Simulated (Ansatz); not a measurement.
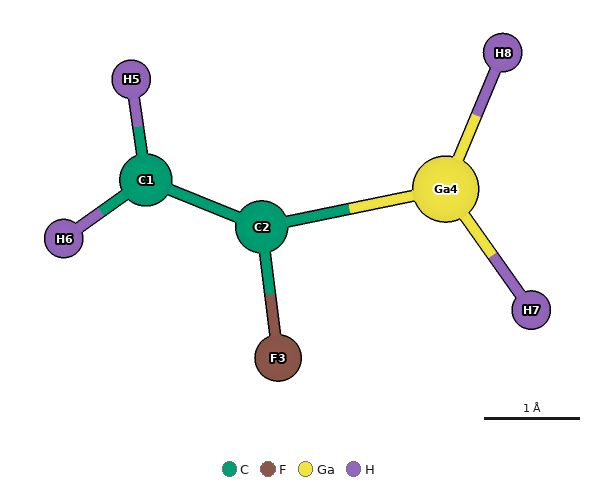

Fig. 1: The input geometry (ball-and-stick view, seen on its broad side; atoms are numbered from 1 in the order of the input). Sticks mark near contacts.

## C2H4FGa: geometry relaxation

C2H4FGa, computed with RKS PBE0-D4/def2-TZVP (Ansatz 0.2.0).

The geometry: GFN2-xTB start. Figures and captions count atoms from 1; the log counts them from 0 in places.

## Input
```yaml
crystal:
  periodic: [false, false, false]
  atoms:
    - {symbol: C, position_ang: [1.162950, 0.929950, 0.591380]}
    - {symbol: C, position_ang: [0.162530, 0.391270, -0.080930]}
    - {symbol: F, position_ang: [-0.413560, 1.131420, -1.118990]}
    - {symbol: Ga, position_ang: [-1.035390, -1.200200, -0.295700]}
    - {symbol: H, position_ang: [1.620000, 0.376170, 1.394410]}
    - {symbol: H, position_ang: [1.551750, 1.913650, 0.372140]}
    - {symbol: H, position_ang: [-2.075380, -1.031700, -1.447060]}
    - {symbol: H, position_ang: [-0.972900, -2.510570, 0.584760]}
basis:
  gaussian: {orbitals: def2-TZVP}
hamiltonian: {xc: pbe0, dispersion: d4}
relax: {f_tol: 0.005, max_steps: 150}
```

Machine: 2 threads of Arm Neoverse V2, 23 GiB of memory available, shared host.

Command:
```bash
ansatz run in.yaml --threads 2 --pin off --events-out ev --progress --plain --max-ram 4352MiB
```

## What the program printed
```
Functional definition: PBE0
  name "PBE0"
  cite "Adamo & Barone, J. Chem. Phys. 110, 6158 (1999) doi:10.1063/1.478522"
  cite "Perdew, Burke & Ernzerhof, Phys. Rev. Lett. 77, 3865 (1996) doi:10.1103/PhysRevLett.77.3865"
  parent pbe
  parameter a = 0.25
  parameter kappa = 0.804
  parameter beta = 0.06672455060314922
  exchange = (1 - a)*pbe_x(kappa = kappa, mu = beta*pi^2/3) + a*exact_x
  correlation = pbe_c(beta = beta)
1105 factors; their error is unknown
mean field evaluation 1: about -57216.6159 eV, gradient 5.1e1 eV
mean field evaluation 2: about -57209.9987 eV, gradient 7.0e1 eV
mean field evaluation 4: about -57221.9489 eV, gradient 5.9e0 eV
mean field evaluation 8: about -57222.1962 eV, gradient 3.5e-1 eV
mean field evaluation 16: about -57222.1963 eV, gradient 1.3e-5 eV
mean field -57222.19631676 eV, -2102.8769280431 hartree, gradient 1.3e-5 eV, S^2 0.000000; 0 other end points of the search recorded, 0 dependent functions left out
the calculation of the forces begins
reference -57222.19634663 eV, -2102.8769291409 hartree; 28, 28 occupied and 137, 137 virtual orbitals, 1105 factors
relax step   1: F+E_penalty+E_count = -57222.31498658 eV  Δ(F+E_penalty+E_count) = +0.000e0 eV  max|allowed force component| = 1.128e0 eV/Å  Δτ_max = 0.0000 Å  (29 SCF iters, accepted)
these checks for a lower state are left out or cut short: starts, cluster_reference, orbital_swaps, neighbouring_geometries, increment
1105 factors; their error is unknown
mean field -57222.37053141 eV, -2102.8833303134 hartree, gradient 2.1e-5 eV, S^2 0.000000; 0 other end points of the search recorded, 0 dependent functions left out
the calculation of the forces begins
reference -57222.37056118 eV, -2102.8833314074 hartree; 28, 28 occupied and 137, 137 virtual orbitals, 1105 factors
relax step   2: F+E_penalty+E_count = -57222.48995161 eV  Δ(F+E_penalty+E_count) = -1.750e-1 eV  max|allowed force component| = 9.327e-1 eV/Å  Δτ_max = 0.1564 Å  (30 SCF iters, accepted)
these checks for a lower state are left out or cut short: starts, cluster_reference, orbital_swaps, neighbouring_geometries, increment
1105 factors; their error is unknown
mean field -57222.45774379 eV, -2102.8865353093 hartree, gradient 1.7e-5 eV, S^2 0.000000; 0 other end points of the search recorded, 0 dependent functions left out
the calculation of the forces begins
reference -57222.45777362 eV, -2102.8865364057 hartree; 28, 28 occupied and 137, 137 virtual orbitals, 1105 factors
relax step   3: F+E_penalty+E_count = -57222.57802319 eV  Δ(F+E_penalty+E_count) = -8.807e-2 eV  max|allowed force component| = 7.951e-1 eV/Å  Δτ_max = 0.1962 Å  (30 SCF iters, accepted)
these checks for a lower state are left out or cut short: starts, cluster_reference, orbital_swaps, neighbouring_geometries, increment
1105 factors; their error is unknown
mean field evaluation 32: about -57222.1811 eV, gradient 8.9e0 eV
mean field -57222.48570465 eV, -2102.8875628520 hartree, gradient 2.1e-5 eV, S^2 0.000000; 0 other end points of the search recorded, 0 dependent functions left out
the calculation of the forces begins
reference -57222.48573461 eV, -2102.8875639531 hartree; 28, 28 occupied and 137, 137 virtual orbitals, 1105 factors
relax step   4: F+E_penalty+E_count = -57222.60733273 eV  Δ(F+E_penalty+E_count) = -2.931e-2 eV  max|allowed force component| = 3.798e-1 eV/Å  Δτ_max = 0.1473 Å  (30 SCF iters, accepted)
these checks for a lower state are left out or cut short: starts, cluster_reference, orbital_swaps, neighbouring_geometries, increment
1105 factors; their error is unknown
mean field -57222.49720803 eV, -2102.8879855933 hartree, gradient 2.7e-5 eV, S^2 0.000000; 0 other end points of the search recorded, 0 dependent functions left out
the calculation of the forces begins
reference -57222.49723801 eV, -2102.8879866953 hartree; 28, 28 occupied and 137, 137 virtual orbitals, 1105 factors
relax step   5: F+E_penalty+E_count = -57222.61864848 eV  Δ(F+E_penalty+E_count) = -1.132e-2 eV  max|allowed force component| = 1.301e-1 eV/Å  Δτ_max = 0.0990 Å  (30 SCF iters, accepted)
these checks for a lower state are left out or cut short: starts, cluster_reference, orbital_swaps, neighbouring_geometries, increment
1105 factors; their error is unknown
mean field -57222.49640130 eV, -2102.8879559468 hartree, gradient 6.3e-6 eV, S^2 0.000000; 0 other end points of the search recorded, 0 dependent functions left out
the calculation of the forces begins
reference -57222.49643128 eV, -2102.8879570483 hartree; 28, 28 occupied and 137, 137 virtual orbitals, 1105 factors
relax step   6: F+E_penalty+E_count = -57222.61788781 eV  Δ(F+E_penalty+E_count) = +7.607e-4 eV  max|allowed force component| = 1.367e-1 eV/Å  Δτ_max = 0.0239 Å  (33 SCF iters, rejected (line search))
these checks for a lower state are left out or cut short: starts, cluster_reference, orbital_swaps, neighbouring_geometries, increment
1105 factors; their error is unknown
mean field -57222.49856128 eV, -2102.8880353245 hartree, gradient 6.2e-6 eV, S^2 0.000000; 0 other end points of the search recorded, 0 dependent functions left out
the calculation of the forces begins
reference -57222.49859125 eV, -2102.8880364259 hartree; 28, 28 occupied and 137, 137 virtual orbitals, 1105 factors
relax step   7: F+E_penalty+E_count = -57222.62007596 eV  Δ(F+E_penalty+E_count) = -1.427e-3 eV  max|allowed force component| = 2.035e-2 eV/Å  Δτ_max = 0.0116 Å  (34 SCF iters, accepted)
these checks for a lower state are left out or cut short: starts, cluster_reference, orbital_swaps, neighbouring_geometries, increment
1105 factors; their error is unknown
mean field evaluation 64: about -57222.4986 eV, gradient 3.9e-3 eV
mean field -57222.49860786 eV, -2102.8880370361 hartree, gradient 6.2e-6 eV, S^2 0.000000; 0 other end points of the search recorded, 0 dependent functions left out
the calculation of the forces begins
reference -57222.49863782 eV, -2102.8880381374 hartree; 28, 28 occupied and 137, 137 virtual orbitals, 1105 factors
relax step   8: F+E_penalty+E_count = -57222.62017750 eV  Δ(F+E_penalty+E_count) = -1.015e-4 eV  max|allowed force component| = 4.193e-3 eV/Å  Δτ_max = 0.0070 Å  (33 SCF iters, accepted)
```

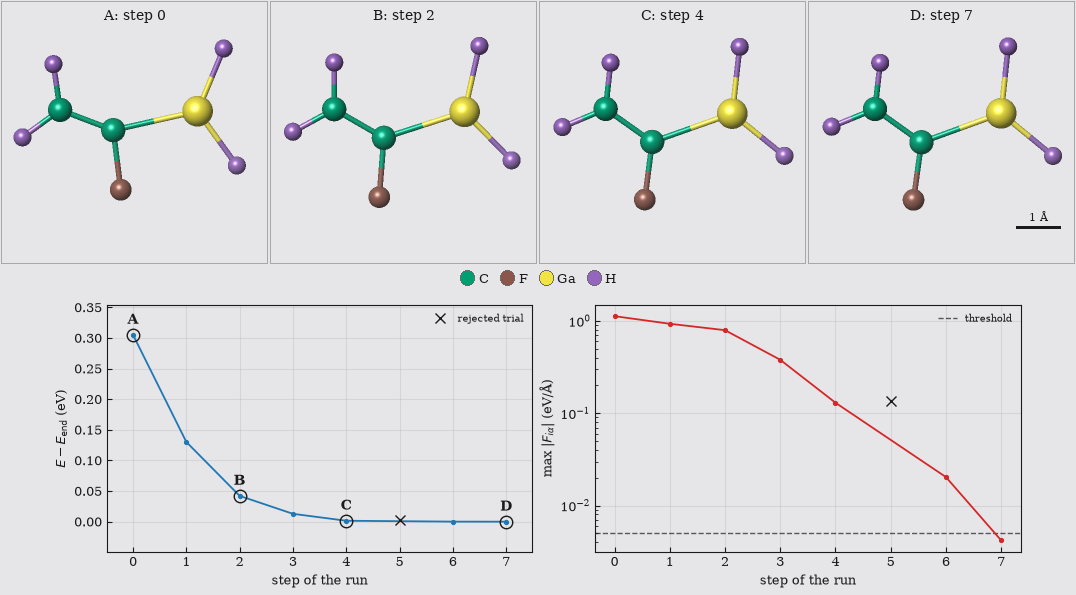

Fig. 2: Frames of the relaxation (ball-and-stick view, seen on its broad side) above the curves, on which the letters mark them (the first geometry is step 0 here and step 1 in the log).

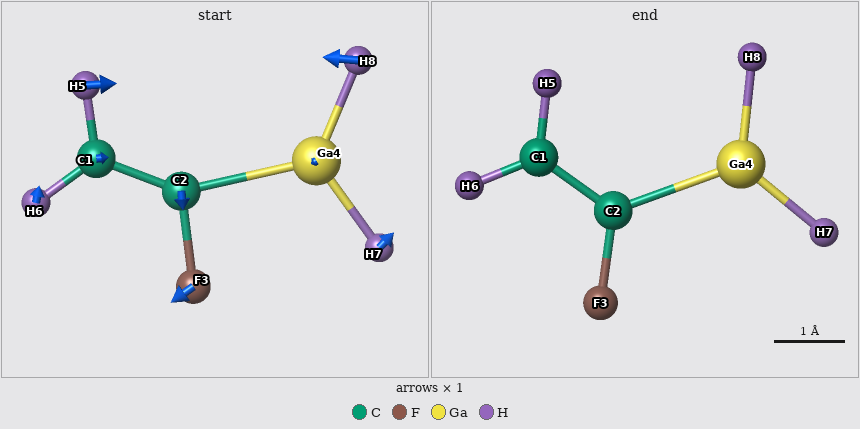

Fig. 3: Before (left) and after (right) the relaxation, at one scale (ball-and-stick view, seen on its broad side). The blue arrows give the displacements, at true length. After 7 geometry steps the energy has fallen by 0.305 eV. Largest force component: 1.1 eV/Å at the start, 0.0042 eV/Å at the end. The line search rejected the trial step at point 5 (counted from 0) and went back. The largest move after the best rigid fit is that of H8, 0.52 Å. By element the largest moves are H 0.52 Å, F 0.41 Å, C 0.28 Å, Ga 0.09 Å. Among the contacts that change: C2–F3 1.399 → 1.355 Å, C2–Ga4 2.003 → 1.966 Å, Ga4–H8 1.580 → 1.566 Å, C1–C2 1.320 → 1.328 Å. Among the angles that change: F3–C2–Ga4 95.4° → 117.7°, C1–C2–Ga4 146.3° → 124.3°, C2–Ga4–H8 125.1° → 115.9°. (Atoms are counted from 1 in the order of the input.)

```
1105 factors; their error is unknown
mean field -57222.49860786 eV, -2102.8880370361 hartree, gradient 6.2e-6 eV, S^2 0.000000; 1 other end points of the search recorded, 0 dependent functions left out
the calculation of the forces begins
reference -57222.49863782 eV, -2102.8880381374 hartree; 28, 28 occupied and 137, 137 virtual orbitals, 1105 factors
Total energy: -57222.62020747 eV, -2102.8925057395 hartree
Atom 0 at     1.044554     0.794106     0.556938 Å, force    -0.000072     0.003366    -0.003290 eV/Å
Atom 1 at     0.050901     0.547174    -0.289316 Å, force    -0.000173     0.000757     0.002075 eV/Å
Atom 2 at    -0.263374     1.501134    -1.198255 Å, force    -0.001274     0.001413    -0.003330 eV/Å
Atom 3 at    -0.997812    -1.115878    -0.309752 Å, force    -0.003376    -0.004193    -0.002002 eV/Å
Atom 4 at     1.314311     0.047488     1.292515 Å, force     0.000678    -0.000996     0.001150 eV/Å
Atom 5 at     1.600311     1.726637     0.536167 Å, force     0.002026    -0.001948     0.003642 eV/Å
Atom 6 at    -2.149426    -1.311885    -1.347030 Å, force     0.001411     0.000197     0.001675 eV/Å
Atom 7 at    -0.599465    -2.188785     0.758744 Å, force     0.000780     0.001405     0.000080 eV/Å
Dipole moment:     0.096484    -0.150342     0.190629 e Å
```

## Trajectory as extended XYZ (Å, eV, eV/Å), 8 frames, from step=1 to step=8
```
8
Properties=species:S:1:pos:R:3:forces:R:3 step=1 energy=-57222.31499
C     1.1629    0.9300    0.5914   -0.0820  -0.2531   0.0723
C     0.1625    0.3913   -0.0809   -1.1279  -0.1283  -1.0503
F    -0.4136    1.1314   -1.1190    0.7136   0.4728   0.4224
Ga   -1.0354   -1.2002   -0.2957    0.3837  -0.2742   0.5574
H     1.6200    0.3762    1.3944    0.0507  -0.1376   0.1368
H     1.5517    1.9137    0.3721   -0.0217   0.1504  -0.1150
H    -2.0754   -1.0317   -1.4471    0.0123   0.0032   0.0093
H    -0.9729   -2.5106    0.5848    0.0714   0.1668  -0.0329
8
Properties=species:S:1:pos:R:3:forces:R:3 step=2 energy=-57222.48995
C     1.1215    0.8880    0.5754    0.0171  -0.2377   0.1690
C     0.1149    0.4273   -0.1500   -0.6013   0.5229  -0.9327
F    -0.3620    1.2743   -1.1561    0.4455  -0.3213   0.6492
Ga   -1.0146   -1.1997   -0.2745    0.1948  -0.0262   0.2125
H     1.5334    0.2769    1.3694   -0.0186  -0.0009  -0.0183
H     1.5541    1.8685    0.4019   -0.0434  -0.0308  -0.0268
H    -2.0683   -1.0693   -1.4170   -0.0615  -0.0848  -0.0092
H    -0.8788   -2.4659    0.6510    0.0674   0.1787  -0.0437
8
Properties=species:S:1:pos:R:3:forces:R:3 step=3 energy=-57222.57802
C     1.0868    0.8398    0.5719   -0.1318  -0.2264  -0.0075
C     0.0780    0.4766   -0.2180    0.0526   0.7951  -0.4297
F    -0.3033    1.4030   -1.1761    0.1908  -0.4910   0.4915
Ga   -1.0081   -1.1601   -0.2931   -0.0855  -0.0957  -0.0247
H     1.4435    0.1662    1.3486   -0.0871   0.1095  -0.1542
H     1.5724    1.8089    0.4554   -0.0700  -0.1617   0.0380
H    -2.1276   -1.1956   -1.3983    0.1060  -0.0302   0.1249
H    -0.7415   -2.3387    0.7096    0.0249   0.1003  -0.0382
8
Properties=species:S:1:pos:R:3:forces:R:3 step=4 energy=-57222.60733
C     1.0517    0.8056    0.5571    0.3377   0.1170   0.2679
C     0.0611    0.5292   -0.2686   -0.3798  -0.3379  -0.1777
F    -0.2860    1.4513   -1.1917   -0.0035   0.2025  -0.1258
Ga   -0.9885   -1.1312   -0.2917    0.0933   0.0227   0.0831
H     1.3399    0.0726    1.3015    0.0354   0.0926  -0.0182
H     1.5782    1.7531    0.4998    0.0831  -0.0204   0.0933
H    -2.1098   -1.2331   -1.3546   -0.1865  -0.0887  -0.1335
H    -0.6465   -2.2477    0.7482    0.0202   0.0121   0.0110
8
Properties=species:S:1:pos:R:3:forces:R:3 step=5 energy=-57222.61865
C     1.0516    0.7974    0.5608    0.0124   0.0403   0.0080
C     0.0571    0.5461   -0.2811   -0.1301  -0.0913  -0.0756
F    -0.2642    1.4924   -1.1953    0.0311   0.0616  -0.0049
Ga   -1.0035   -1.1125   -0.3138    0.0384  -0.0166   0.0250
H     1.3237    0.0551    1.3001    0.0093   0.0118  -0.0041
H     1.6004    1.7343    0.5304    0.0158  -0.0280   0.0249
H    -2.1561   -1.3204   -1.3484    0.0150   0.0398  -0.0013
H    -0.6091   -2.1924    0.7474    0.0081  -0.0175   0.0279
8
Properties=species:S:1:pos:R:3:forces:R:3 step=6 energy=-57222.61789 accepted=F
C     1.0409    0.7959    0.5519    0.0425  -0.1012   0.1036
C     0.0460    0.5493   -0.2941    0.1367   0.0496   0.1167
F    -0.2531    1.5135   -1.1933   -0.1248  -0.0027  -0.1327
Ga   -0.9978   -1.1207   -0.3068   -0.0085   0.0594  -0.0436
H     1.3092    0.0493    1.2893   -0.0070   0.0030  -0.0173
H     1.6048    1.7250    0.5372   -0.0526  -0.0201  -0.0329
H    -2.1493   -1.3176   -1.3449    0.0019  -0.0047   0.0045
H    -0.6006   -2.1946    0.7606    0.0118   0.0168   0.0018
8
Properties=species:S:1:pos:R:3:forces:R:3 step=7 energy=-57222.62008
C     1.0456    0.7956    0.5587   -0.0028   0.0050  -0.0203
C     0.0517    0.5454   -0.2867   -0.0035   0.0040  -0.0127
F    -0.2640    1.4978   -1.1981    0.0085  -0.0088   0.0167
Ga   -0.9983   -1.1178   -0.3114   -0.0047   0.0097   0.0065
H     1.3193    0.0514    1.2955   -0.0084   0.0011  -0.0038
H     1.6000    1.7291    0.5336   -0.0037  -0.0083   0.0081
H    -2.1516   -1.3097   -1.3485    0.0122   0.0015   0.0055
H    -0.6027   -2.1918    0.7567    0.0025  -0.0043   0.0002
8
Properties=species:S:1:pos:R:3:forces:R:3 step=8 energy=-57222.62018
C     1.0446    0.7941    0.5569   -0.0001   0.0034  -0.0033
C     0.0509    0.5472   -0.2893   -0.0002   0.0008   0.0021
F    -0.2634    1.5011   -1.1983   -0.0013   0.0014  -0.0033
Ga   -0.9978   -1.1159   -0.3098   -0.0034  -0.0042  -0.0020
H     1.3143    0.0475    1.2925    0.0007  -0.0010   0.0011
H     1.6003    1.7266    0.5362    0.0020  -0.0019   0.0036
H    -2.1494   -1.3119   -1.3470    0.0014   0.0002   0.0017
H    -0.5995   -2.1888    0.7587    0.0008   0.0014   0.0001
```

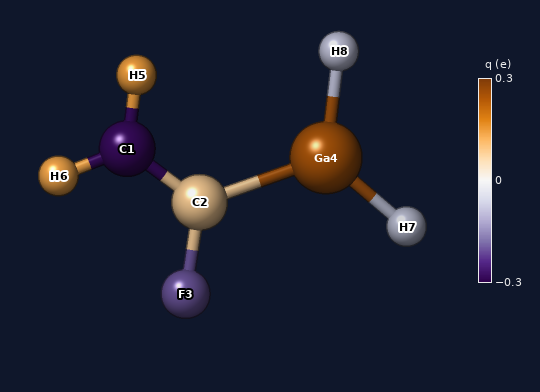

Fig. 4: Mulliken charges, as the colour of each atom (ball-and-stick view, seen on its broad side; atoms are numbered from 1 in the order of the input). By element: C −0.28 to +0.08, F −0.20, Ga +0.24 and H −0.07 to +0.15 e.

## Summary

| quantity | value |
| --- | --- |
| outcome | converged |
| total energy | −57222.6202 eV |
| mean-field energy | −57222.4986 eV |
| dispersion energy | −0.1216 eV |
| SCF solution under orbital rotations | stable |
| largest force (length of the vector) at the end | 0.006 eV/Å |
| dipole moment | 1.25 D |
| wall time | 28 s (CPU time 53 s) |
| peak memory | 0.37 GiB |
